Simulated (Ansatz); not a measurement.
A series of calculations on AlH2Cl

Part 1: Relaxation

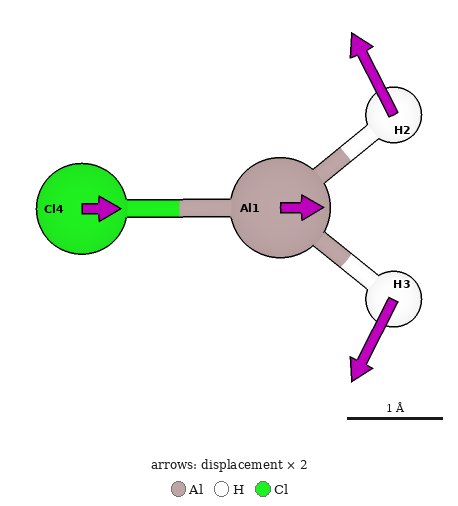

A relaxation of AlH₂Cl. The starting structure is drawn; purple arrows show the displacements, 2 times their true length. The two geometries are superimposed by the best rigid fit.

A ball-and-stick model, seen at a tilt.

The run prepares an end point of a later path (reaction) calculation, from a guessed geometry.

Level of theory: RKS PBE/def2-SVP (Ansatz). (no spin polarisation; force threshold 0.03 eV/Å; at most 50 steps)

> Atoms of which element are displaced furthest, and by how much?

Hydrogen: up to 0.49 Å, against 0.24 Å for aluminium.

> Describe the change and its energy.

The largest moves after the best rigid fit, 0.49 Å, are those of H2 and H3. By element the largest moves are H 0.49 Å, Al 0.24 Å, Cl 0.21 Å. Near-neighbour distances that change, for instance: Al1–H2 1.543 → 1.593 Å, Al1–Cl4 2.098 → 2.121 Å. Bond angles that change, for instance: H2–Al1–H3 78.0° → 124.8°, H2–Al1–Cl4 141.0° → 117.6°. Over 4 accepted moves (5 points after the start) the energy falls by 25.8 kcal/mol. The largest force component goes from 2 to 0.021 eV/Å. The line search rejected the trial step at point 4 of the run. Cost: 6.1 s on 1 thread of Arm Neoverse V1, on a shared host, peak memory 0.1 GiB.

Part 2: Relaxation

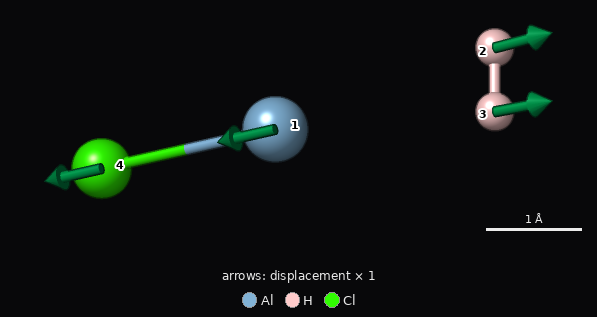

A relaxation of AlH$_{2}$Cl. The starting structure is drawn; green arrows show the displacements, at their true length. The two geometries are superimposed by the best rigid fit.

The picture is a ball-and-stick view, seen at a tilt.

The run prepares an end point of a later path (reaction) calculation, from a guessed geometry.

All numbers below come from Ansatz, RKS PBE/def2-SVP. (no spin polarisation; force threshold 0.03 eV/Å; at most 50 steps)

What happened in the run?

The largest moves after the best rigid fit, 0.74 Å, are those of Al1, H2 and H3. By element the largest moves are Al 0.74 Å, H 0.73 Å, Cl 0.73 Å. Among the contacts that change: H2–H3 0.719 → 0.768 Å, Al1–Cl4 2.173 → 2.162 Å. Over 8 geometry steps the energy falls by 6.55 kcal/mol. The largest force component goes from 1.7 to 0.005 eV/Å. The run took 8.2 s on 1 thread of Arm Neoverse V1, on a shared host, peak memory 0.099 GiB.

Limits of the set-up: the start holds two separate molecules, 2.8 Å apart at their closest, whose relative position is a soft coordinate and is computed without a dispersion correction.

Part 3: Path

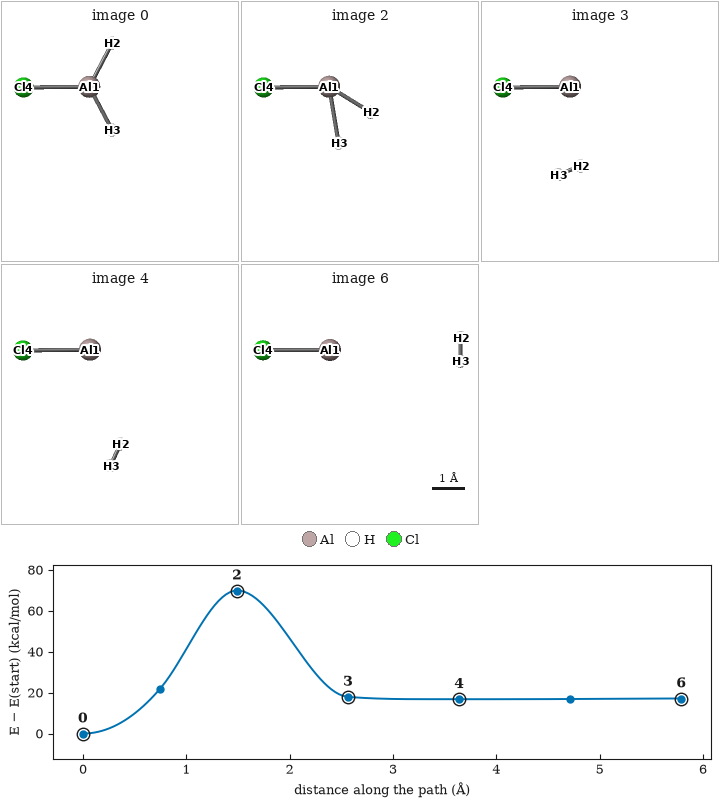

NEB run on AlH2Cl. Images are numbered from 0 (start) to 6 (end). The picture is a ball-and-stick view, seen face on.

Method: Ansatz, RKS PBE/def2-SVP. Run with 5 movable images; climbing image; force threshold 0.05 eV/Å; iteration limit 60; starting path through a guess of the saddle point.

Question: Describe the mechanism and the energy profile.

Answer: Breaking: Al1–H2 (1.59 → 1.58 at the top → 4.23 Å), Al1–H3 (1.59 → 1.85 at the top → 4.23 Å). Forming: H2–H3 (2.82 → 1.43 at the top → 0.77 Å). The energy climbs by 69.9 kcal/mol to image 2 and then falls by 52.8 kcal/mol, so the end point sits at +17.1 kcal/mol. The band converged in 21 iterations. The largest component of the band force went from 3.2 to 0.047 eV/Å. The climbing image converged on the top of the path. Its vibrational analysis gives one imaginary mode (1341i cm⁻¹), as a transition state must have.

Cost: 82 s on 1 thread of Arm Neoverse V1, on a shared host, peak memory 0.091 GiB.
